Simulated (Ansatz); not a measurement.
# GeH₃ (doublet): one geometry, many settings at distance Ge1–H3 = 1.855 Å

What do other methods and options give for GeH₃ (doublet) at this geometry, and how long do they take?

Method: the settings change from run to run; program: Ansatz 0.2.0, Gaussian basis.

20 further runs of the same task are left out: 13 that didn't finish, 7 set aside as unsound or not needed. Runs told in other sessions of the task aren't counted.

### Step 1. The system

The geometry derives from a PBE0/def2-TZVP stationary point (not a proven minimum). One bond is set to the value named and the two fragments are kept rigid. No spin-orbit coupling is included. The filled d shell of Ge may be among the frozen orbitals whatever the setting's name suggests.

4 atoms, charge 0, spin multiplicity 2.

Atoms are counted from 1 here; the program's logs count them from 0.

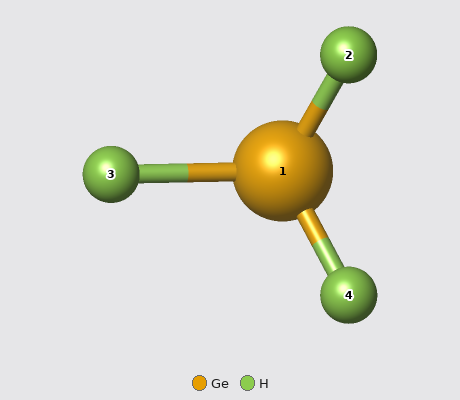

The structure; germanium amber, hydrogen green; atoms are numbered from 1 in the order of the file.

### Step 2. NEVPT2(3,4)/6-31G

in.yaml

```yaml
crystal:
  periodic: [false, false, false]
  atoms:
    - {symbol: Ge, position_ang: [0.002080, -0.003452, -0.020007]}
    - {symbol: H, position_ang: [1.467053, 0.013440, 0.451296]}
    - {symbol: H, position_ang: [-0.899883, 1.516571, 0.543037]}
    - {symbol: H, position_ang: [-0.717103, -1.281228, 0.447560]}
basis:
  gaussian: {orbitals: 6-31G}
magnetization: {spin_polarized: false, initial_magnetization: 1}
correlation: {method: sc_nevpt2, electrons: outside_noble_gas, active_space: {window: {electrons: 3, orbitals: 4}, states: [{multiplicity: 2, weights: [0.5, 0.5, 1, 1]}, {multiplicity: 4, weights: [1]}]}}
accuracy: high
```

Started as:

```bash
$ ansatz run in.yaml --threads 1 --pin off --events-out ev --progress --plain --max-ram 2393MiB
```

Log:

```text
Functional definition: HF
  name "HF"
  cite "Fock, Z. Phys. 61, 126 (1930) doi:10.1007/BF01340294"
  parent pbe
  exchange = exact_x
  correlation = 0
592 factors; integrals over basis functions are off by at most 3.6e-9 eV
mean field evaluation 1: about -56509.1670 eV, gradient 7.2e0 eV
mean field evaluation 2: about -56509.1964 eV, gradient 7.3e0 eV
mean field evaluation 4: about -56509.5896 eV, gradient 1.3e0 eV
mean field evaluation 8: about -56509.5935 eV, gradient 4.3e-4 eV
mean field -56509.59349710 eV, -2076.6892574402 hartree, gradient 1.9e-8 eV, S^2 0.750000; 0 other end points of the search recorded, 0 dependent functions left out
reference -56509.59349710 eV, -2076.6892574402 hartree; 18, 17 occupied and 17, 18 virtual orbitals, 592 factors
state -56509.95501412 eV, -2076.7025429457 hartree
state -56505.40784294 eV, -2076.5354374870 hartree
state -56504.85465747 eV, -2076.5151082959 hartree
state -56503.41484215 eV, -2076.4621960589 hartree
state -56509.95501412 eV, -2076.7025429457 hartree; corrected -56511.24215333 eV, -2076.7498444392 hartree
state -56505.40784294 eV, -2076.5354374870 hartree; corrected -56506.75313986 eV, -2076.5848762370 hartree
state -56504.85465747 eV, -2076.5151082959 hartree; corrected -56506.26086278 eV, -2076.5667853877 hartree
state -56503.41484215 eV, -2076.4621960589 hartree; corrected -56504.65573344 eV, -2076.5077979725 hartree
state -56504.27112101 eV, -2076.4936637267 hartree
state -56504.27112101 eV, -2076.4936637267 hartree; corrected -56505.43118598 eV, -2076.5362953279 hartree
Total energy: -56506.33635720 eV, -2076.5695597566 hartree
```

Wall time 1.2 s (1 thread of Arm Neoverse V2, shared host).

From the report: 12 determinants; active occupations (of the averaged states) 1.53, 0.69, 0.53, 0.25.

### Step 3. MP2 on UHF/6-31G

in.yaml

```yaml
crystal:
  periodic: [false, false, false]
  atoms:
    - {symbol: Ge, position_ang: [0.002080, -0.003452, -0.020007]}
    - {symbol: H, position_ang: [1.467053, 0.013440, 0.451296]}
    - {symbol: H, position_ang: [-0.899883, 1.516571, 0.543037]}
    - {symbol: H, position_ang: [-0.717103, -1.281228, 0.447560]}
basis:
  gaussian: {orbitals: 6-31G}
magnetization: {spin_polarized: true, initial_magnetization: 1}
correlation: {method: mp2, electrons: outside_noble_gas}
scf: {lower_state_search: off}
```

The command is unchanged.

Log, shortened:

```text
Functional definition: HF
  name "HF"
  cite "Fock, Z. Phys. 61, 126 (1930) doi:10.1007/BF01340294"
  parent pbe
[...]
346 factors; integrals over basis functions are off by at most 5.2e-4 eV
[...]
mean field -56509.61242453 eV, -2076.6899530106 hartree, gradient 2.4e-6 eV, S^2 0.753243; 0 other end points of the search recorded, 0 dependent functions left out
14 core orbitals not correlated: weight in the atoms' cores, before any rotation towards them, 0.998 or more for the frozen orbitals, at most 0.001 for the correlated occupied ones
reference -56509.61242453 eV, -2076.6899530106 hartree; 4, 3 occupied and 17, 18 virtual orbitals, 346 factors
second order -1.41872546 eV of doubles, -0.00000000 eV of singles
Total energy: -56511.03115000 eV, -2076.7420902097 hartree
Checks for a lower state left out: stability, starts, cluster_reference, orbital_swaps, neighbouring_geometries, increment
```

Run time: 0.27 s. Hardware: 1 thread of Arm Neoverse V2, shared host.

From the report: ⟨S²⟩ of the determinant 0.753 (pure doublet: 0.75).

### Step 4. CCSD(T)/STO-3G

in.yaml

```yaml
crystal:
  periodic: [false, false, false]
  atoms:
    - {symbol: Ge, position_ang: [0.002080, -0.003452, -0.020007]}
    - {symbol: H, position_ang: [1.467053, 0.013440, 0.451296]}
    - {symbol: H, position_ang: [-0.899883, 1.516571, 0.543037]}
    - {symbol: H, position_ang: [-0.717103, -1.281228, 0.447560]}
basis:
  gaussian: {orbitals: STO-3G}
magnetization: {spin_polarized: false, initial_magnetization: 1}
hamiltonian: {xc: {name: PBE}}
correlation: {method: ccsd_t, electrons: valence}
accuracy: high
scf: {omitted_lower_state_checks: [cluster_reference]}
```

Launched as before.

Log, shortened:

```text
Functional definition: PBE
  name "PBE"
  cite "Perdew, Burke & Ernzerhof, Phys. Rev. Lett. 77, 3865 (1996) doi:10.1103/PhysRevLett.77.3865"
  parent pbe
[...]
260 factors; integrals over basis functions are off by at most 1.4e-8 eV
[...]
mean field -55901.55506371 eV, -2054.3442571563 hartree, gradient 1.9e-8 eV, S^2 0.750000; 6 other end points of the search recorded, 0 dependent functions left out
9 core orbitals not correlated: weight in the atoms' cores, before any rotation towards them, 0.999 or more for the frozen orbitals, at most 0.000 for the correlated occupied ones
reference -55874.11092987 eV, -2053.3357038400 hartree; 9, 8 occupied and 3, 4 virtual orbitals, 260 factors
second order -1.33651808 eV of doubles, -0.97923226 eV of singles
cycle   1  -2.66814392 eV  change   -4.0e-1 eV  update   8.1e-2
[...]
cycle  25  -3.19114917 eV  change    1.2e-9 eV  update  2.5e-10
perturbative correction -0.01954505 eV, -0.0007182673 hartree
Total energy: -55877.32162409 eV, -2053.4536946763 hartree
Checks for a lower state left out: cluster_reference
```

It took 4.2 s on 1 thread of Arm Neoverse V2, shared host.

From the report: correlation -3.2107 eV; T1 0.054; largest double amplitude 0.13. The orbitals are Kohn-Sham ones, so correlation energy and T1 don't compare with those on Hartree-Fock orbitals.

### Step 5. MRCISD+Q(1,8)/6-31G

in.yaml

```yaml
crystal:
  periodic: [false, false, false]
  atoms:
    - {symbol: Ge, position_ang: [0.002080, -0.003452, -0.020007]}
    - {symbol: H, position_ang: [1.467053, 0.013440, 0.451296]}
    - {symbol: H, position_ang: [-0.899883, 1.516571, 0.543037]}
    - {symbol: H, position_ang: [-0.717103, -1.281228, 0.447560]}
basis:
  gaussian: {orbitals: 6-31G}
magnetization: {spin_polarized: false, initial_magnetization: 1}
correlation: {method: fic_mrcisd_q, electrons: valence, active_space: {window: {electrons: 1, orbitals: 8}}}
scf: {lower_state_search: light}
```

Same command.

Log, shortened:

```text
Functional definition: HF
  name "HF"
  cite "Fock, Z. Phys. 61, 126 (1930) doi:10.1007/BF01340294"
  parent pbe
[...]
346 factors; integrals over basis functions are off by at most 5.2e-4 eV
[...]
mean field -56509.59319067 eV, -2076.6892461792 hartree, gradient 1.7e-6 eV, S^2 0.750000; 0 other end points of the search recorded, 0 dependent functions left out
reference -56509.59319067 eV, -2076.6892461792 hartree; 18, 17 occupied and 17, 18 virtual orbitals, 346 factors
state -56509.59319067 eV, -2076.6892461792 hartree
contracted CI cycle   1: correlation 0.00000000 eV, 0.0000000000 hartree, residual 3.44e1 eV
contracted CI cycle   2: correlation -5.31645598 eV, -0.1953761535 hartree, residual 4.54e0 eV
contracted CI cycle   3: correlation -5.55087833 eV, -0.2039910162 hartree, residual 1.31e0 eV
contracted CI cycle   4: correlation -5.57061411 eV, -0.2047162927 hartree, residual 3.76e-1 eV
contracted CI cycle   5: correlation -5.57210132 eV, -0.2047709466 hartree, residual 8.25e-2 eV
contracted CI cycle   6: correlation -5.57218099 eV, -0.2047738745 hartree, residual 2.70e-2 eV
contracted CI cycle   7: correlation -5.57218950 eV, -0.2047741871 hartree, residual 6.40e-3 eV
contracted CI cycle   8: correlation -5.57219008 eV, -0.2047742084 hartree, residual 1.82e-3 eV
state -56509.59319067 eV, -2076.6892461792 hartree; corrected -56515.51313792 eV, -2076.9068002280 hartree
WARN: 7 active orbitals are nearly empty or full. The corrections depend on them more than the energy does, and are more stable in an active space without them
Total energy: -56515.51313792 eV, -2076.9068002280 hartree
```

Run time: 2.4 s. Hardware: 1 thread of Arm Neoverse V2, shared host.

From the report: 6 determinants; active occupations 1.00, 0.00, 0.00, 0.00, 0.00, 0.00, 0.00, 0.00. The report marks this result as in doubt.

### Step 6. CCSD on ROHF/def2-SVP

Edit in.yaml of step 5 so:

```diff
@@ -8,5 +8,4 @@
 basis:
-  gaussian: {orbitals: 6-31G}
+  gaussian: {orbitals: def2-SVP}
 magnetization: {spin_polarized: false, initial_magnetization: 1}
-correlation: {method: fic_mrcisd_q, electrons: valence, active_space: {window: {electrons: 1, orbitals: 8}}}
-scf: {lower_state_search: light}
+correlation: {method: ccsd, electrons: valence}
```

Launched as before.

Log, shortened:

```text
Functional definition: HF
  name "HF"
  cite "Fock, Z. Phys. 61, 126 (1930) doi:10.1007/BF01340294"
  parent pbe
[...]
469 factors; integrals over basis functions are off by at most 1.4e-3 eV
[...]
mean field -56512.05615034 eV, -2076.7797582776 hartree, gradient 1.4e-6 eV, S^2 0.750000; 0 other end points of the search recorded, 0 dependent functions left out
9 core orbitals not correlated: weight in the atoms' cores, before any rotation towards them, 1.000 or more for the frozen orbitals, at most 0.000 for the correlated occupied ones
reference -56512.05615034 eV, -2076.7797582776 hartree; 9, 8 occupied and 29, 30 virtual orbitals, 469 factors
second order -6.14022952 eV of doubles, -0.02810284 eV of singles
cycle   1  -6.26013245 eV  change   -9.1e-2 eV  update   7.0e-2
[...]
cycle  10  -6.59505293 eV  change    3.0e-6 eV  update   1.0e-5
Total energy: -56518.65120327 eV, -2077.0221220025 hartree
```

It took 0.9 s on 1 thread of Arm Neoverse V2, shared host.

From the report: correlation -6.5951 eV; T1 0.013; largest double amplitude 0.08.

### Step 7. CCSD(T)/def2-SVP

Edit in.yaml of step 6 so:

```diff
@@ -10,2 +10,5 @@
 magnetization: {spin_polarized: false, initial_magnetization: 1}
-correlation: {method: ccsd, electrons: valence}
+hamiltonian: {xc: {name: r2SCAN}}
+correlation: {method: ccsd_t, electrons: outside_noble_gas, diis_vectors: 12}
+accuracy: high
+scf: {omitted_lower_state_checks: [cluster_reference]}
```

The command is unchanged.

Log, shortened:

```text
Functional definition: r2SCAN
  name "r2SCAN"
  cite "Furness, Kaplan, Ning, Perdew & Sun, J. Phys. Chem. Lett. 11, 8208 (2020) doi:10.1021/acs.jpclett.0c02405"
  cite "Furness, Kaplan, Ning, Perdew & Sun, J. Phys. Chem. Lett. 11, 9248 (2020) doi:10.1021/acs.jpclett.0c03077"
  parent r2scan
[...]
896 factors; integrals over basis functions are off by at most 4.0e-9 eV
[...]
mean field -56557.66492970 eV, -2078.4558500043 hartree, gradient 1.7e-8 eV, S^2 0.750000; 0 other end points of the search recorded, 0 dependent functions left out
14 core orbitals not correlated: weight in the atoms' cores, before any rotation towards them, 0.999 or more for the frozen orbitals, at most 0.000 for the correlated occupied ones
reference -56511.57114105 eV, -2076.7619345149 hartree; 4, 3 occupied and 29, 30 virtual orbitals, 896 factors
second order -2.66615989 eV of doubles, -0.22161143 eV of singles
cycle   1  -3.33996934 eV  change   -4.6e-1 eV  update   5.2e-2
[...]
cycle  23  -3.52198809 eV  change   4.9e-11 eV  update  5.5e-10
perturbative correction -0.07782688 eV, -0.0028600851 hartree
Total energy: -56515.17095602 eV, -2076.8942252750 hartree
Checks for a lower state left out: cluster_reference
```

Wall time 6.5 s (1 thread of Arm Neoverse V2, shared host).

From the report: correlation -3.5998 eV; T1 0.024; largest double amplitude 0.09. The orbitals are Kohn-Sham ones, so correlation energy and T1 don't compare with those on Hartree-Fock orbitals.

### Step 8. All runs side by side

Where basis and cores are those of an earlier FCI/6-31G run (-56511.6850 eV), and the records show the same count of frozen orbitals and kind of state, the miss against it is given; a blank cell means that this couldn't be shown. † marks a result that the program doubts.

```
                                     level         correlated  functions  energy (eV)  from FCI (meV)    time
NEVPT2(3,4)/6-31G (mean of several states)  outside noble gas         35  -56506.3364                   1.2 s
                          MP2 on UHF/6-31G  outside noble gas         35  -56511.0311           653.8  0.27 s
          CCSD(T)/STO-3G (on PBE orbitals)            valence         21  -55877.3216                   4.2 s
                     MRCISD+Q(1,8)/6-31G †            valence         35  -56515.5131                   2.4 s
                     CCSD on ROHF/def2-SVP            valence         47  -56518.6512                   0.9 s
     CCSD(T)/def2-SVP (on r2SCAN orbitals)  outside noble gas         47  -56515.1710                   6.5 s
```

### Step 9. Summary of results

| quantity | value |
| --- | --- |
| runs | 6 |
| quickest | MP2 on UHF/6-31G, 0.27 s |
| slowest | CCSD(T)/def2-SVP (on r2SCAN orbitals), 6.5 s |

In words: Total energies in different bases, with other cores or another treatment of relativity can't be set against each other. «valence» and «outside noble gas» are the program's key words; the logs give how many orbitals each freezes, and for Ga to Kr the 3d shell needn't follow the word's plain sense. CCSD(T)/def2-SVP (on r2SCAN orbitals) took 24 times as long as MP2 on UHF/6-31G; the jobs differ in more than the method.
